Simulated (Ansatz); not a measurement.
# CSe (SMILES [C][Se]) at 6 levels

We compute a comparison of 6 runs (HF/STO-3G, BLYP/STO-3G, CAM-B3LYP/STO-3G, UB3LYP/STO-3G, r2SCAN/STO-3G, wB97X/STO-3G) of CSe. 

The results are computed with Ansatz 0.2.0.

47 further runs of the same task are left out: 17 that didn't finish, 30 set aside as unsound or not needed.

### Step 1. The system as given

The species is CSe (2 atoms), meant as a singlet with charge 0. SMILES: `[C][Se]`. The Se2–C1 distance was set to 4.178 Å, away from the relaxed value.

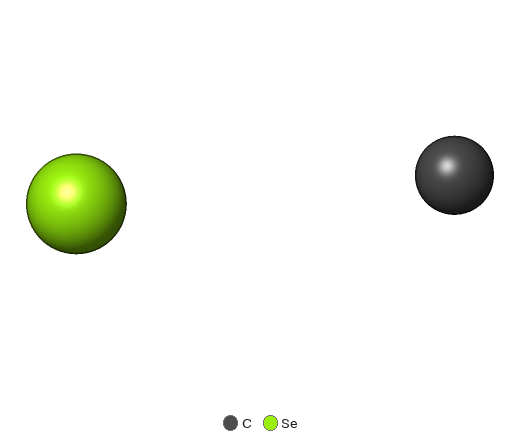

Viewed from a chosen angle; carbon dark grey, selenium green.

### Step 2. A single-point energy at HF/STO-3G (run 1)

input.yaml

```yaml
crystal:
  periodic: [false, false, false]
  atoms:
    - {symbol: C, position_ang: [0.000000, 0.000000, -2.515520]}
    - {symbol: Se, position_ang: [-0.000000, -0.000000, 1.662780]}
basis:
  gaussian:
    orbitals: STO-3G
magnetization:
  spin_polarized: false
  initial_magnetization: 0
hamiltonian:
  xc: hf
accuracy: high
```

Command:

```console
$ ansatz run input.yaml --threads 1 --pin off --max-ram 3480MiB --events-out events.jsonl --progress --plain --runs-dir runs
```

The log of the run:

```text
Warning: RAYON_NUM_THREADS=1 ignored (pool sized by the plan → 1); use --threads N
Functional definition: HF
  name "HF"
  exchange = exact_x
  correlation = 0
261 factors; integrals over basis functions are off by at most 4.8e-9 eV
mean field evaluation 1: about -65560.3989 eV, gradient 4.1e0 eV
mean field evaluation 2: about -65560.4127 eV, gradient 4.1e0 eV
mean field evaluation 4: about -65420.6701 eV, gradient 1.6e1 eV
mean field evaluation 8: about -65593.8332 eV, gradient 1.5e0 eV
mean field evaluation 16: about -65593.8485 eV, gradient 1.2e-1 eV
mean field evaluation 32: about -65593.8166 eV, gradient 7.4e-2 eV
mean field evaluation 64: about -65593.7957 eV, gradient 1.3e-1 eV
mean field -65593.86159746 eV, -2410.5299525905 hartree, gradient 5.8e-9 eV, S^2 0.000000; 4 other end points of the search recorded, 0 dependent functions left out
reference -65593.86159746 eV, -2410.5299525905 hartree; 20, 20 occupied and 3, 3 virtual orbitals, 261 factors
Total energy: -65593.86159746 eV, -2410.5299525905 hartree
```

It took 0.2 s on 1 thread of Intel Xeon 6975P-C (Granite Rapids), shared host.

### Step 3. A single-point energy at BLYP/STO-3G (run 2)

molecule.yaml

```yaml
crystal:
  periodic: [false, false, false]
  atoms:
    - {symbol: C, position_ang: [0.000000, 0.000000, -2.515520]}
    - {symbol: Se, position_ang: [-0.000000, -0.000000, 1.662780]}
basis:
  gaussian:
    orbitals: STO-3G
hamiltonian:
  xc: {name: BLYP}
accuracy: high
```

Command:

```console
$ ansatz run molecule.yaml --threads 1 --pin off --max-ram 3480MiB --events-out events.jsonl --progress --plain --runs-dir runs
```

The log of the run:

```text
Warning: RAYON_NUM_THREADS=1 ignored (pool sized by the plan → 1); use --threads N
Functional definition: BLYP
  name "BLYP"
  parameter beta = 0.0042
  parameter a = 0.04918
  parameter b = 0.132
  parameter c = 0.2533
  parameter d = 0.349
  exchange = b88_x(beta = beta)
  correlation = lyp_c(a = a, b = b, c = c, d = d)
261 factors; integrals over basis functions are off by at most 4.8e-9 eV
mean field evaluation 1: about -65595.6356 eV, gradient 7.9e0 eV
mean field evaluation 2: about -65455.8241 eV, gradient 2.3e1 eV
mean field evaluation 4: about -65595.2214 eV, gradient 6.4e0 eV
mean field evaluation 8: about -65630.4137 eV, gradient 5.0e0 eV
mean field evaluation 16: about -65631.8547 eV, gradient 3.6e-5 eV
mean field evaluation 32: about -65631.8175 eV, gradient 1.1e-7 eV
mean field evaluation 64: about -65631.7802 eV, gradient 1.9e-1 eV
mean field evaluation 96: about -65630.1909 eV, gradient 6.7e-1 eV
mean field evaluation 128: about -65630.0005 eV, gradient 2.8e1 eV
mean field evaluation 160: about -65631.4378 eV, gradient 1.9e-1 eV
mean field -65631.85469137 eV, -2411.9261730390 hartree, gradient 3.6e-9 eV, S^2 0.000000; 15 other end points of the search recorded, 0 dependent functions left out
reference -65631.85472581 eV, -2411.9261743047 hartree; 20, 20 occupied and 3, 3 virtual orbitals, 261 factors
Total energy: -65631.85472581 eV, -2411.9261743047 hartree
```

Wall time 2.5 s (1 thread of Intel Xeon 6975P-C (Granite Rapids), shared host).

Runs 3 to 5 aren't shown in full; the table further down has their settings and results.

### Step 4. A single-point energy at wB97X/STO-3G (run 6)

job.yaml

```yaml
crystal:
  periodic: [false, false, false]
  atoms:
    - {symbol: C, position_ang: [0.000000, 0.000000, -2.515520]}
    - {symbol: Se, position_ang: [-0.000000, -0.000000, 1.662780]}
basis:
  gaussian:
    orbitals: STO-3G
hamiltonian:
  xc: {name: wB97X}
accuracy: high
```

Command:

```console
$ ansatz run job.yaml --threads 1 --pin off --max-ram 3480MiB --events-out events.jsonl --progress --plain --runs-dir runs
```

The log of the run:

```text
Warning: RAYON_NUM_THREADS=1 ignored (pool sized by the plan → 1); use --threads N
Functional definition: wB97X
  name "wB97X"
  parameter omega = 0.3/bohr
  parameter cx = 0.157706
  parameter cx1 = 0.726479
  parameter cx2 = 1.04760
  parameter cx3 = -5.70635
  parameter cx4 = 13.2794
  parameter css1 = -4.33879
  parameter css2 = 18.2308
  parameter css3 = -31.7430
  parameter css4 = 17.2901
  parameter cos1 = 2.37031
  parameter cos2 = -11.3995
  parameter cos3 = 6.58405
  parameter cos4 = -3.78132
  exchange = spin_sum(e_x_unif_sr(omega)*poly(b97_u_x, 1 - cx, cx1, cx2, cx3, cx4)) + cx*exact_x_sr(omega)
      + exact_x_lr(omega)
  correlation = spin_sum(e_c_pw_same_spin*poly(b97_u_same, 1, css1, css2, css3, css4))
      + integral(e_c_pw_opposite_spin*poly(b97_u_opposite, 1, cos1, cos2, cos3, cos4))
261 factors; integrals over basis functions are off by at most 4.8e-9 eV
99 factors; integrals over basis functions are off by at most 1.4e-9 eV
mean field evaluation 1: about -65602.0635 eV, gradient 4.6e0 eV
mean field evaluation 2: about -65461.9071 eV, gradient 2.1e1 eV
mean field evaluation 4: about -65477.4019 eV, gradient 8.9e1 eV
mean field evaluation 8: about -65635.3430 eV, gradient 4.3e-2 eV
mean field evaluation 16: about -65635.3398 eV, gradient 2.3e-9 eV
mean field evaluation 32: about -65635.3398 eV, gradient 2.2e-9 eV
mean field -65635.33983085 eV, -2412.0542495527 hartree, gradient 2.2e-9 eV, S^2 0.000000; 2 other end points of the search recorded, 0 dependent functions left out
reference -65635.33982954 eV, -2412.0542495043 hartree; 20, 20 occupied and 3, 3 virtual orbitals, 261 factors
Total energy: -65635.33982954 eV, -2412.0542495043 hartree
```

Wall time 4.2 s (1 thread of Intel Xeon 6975P-C (Granite Rapids), shared host); peak memory 0.21 GiB.

### Step 5. Overview of the runs

```
run             level   energy (Eh)  wall time
  1         HF/STO-3G  -2410.529953      0.2 s
  2       BLYP/STO-3G  -2411.926174      2.5 s
  3  CAM-B3LYP/STO-3G  -2412.031458     0.82 s
  4     UB3LYP/STO-3G  -2412.133242      5.4 s
  5     r2SCAN/STO-3G  -2412.077379      7.8 s
  6      wB97X/STO-3G  -2412.054250      4.2 s
```

### Step 6. Summary of results

```
           quantity           value
run 6: total energy  -2412.05425 Eh
```

**Reading.** Totals of different functionals can't be ranked against each other. In runs 1, 2, 3, 4, 5, 6 the basis is minimal, so the values are rough. In runs 1, 2, 3, 5, 6 a closed-shell determinant meets a far-stretched bond, which it describes badly. Spin contamination of the reference: run 4 ⟨S²⟩ = 2.00. Where it is this large, the reference is a mixture of spin states, and values that rest on it are in doubt. All runs together took 21 s, the longest 7.8 s.
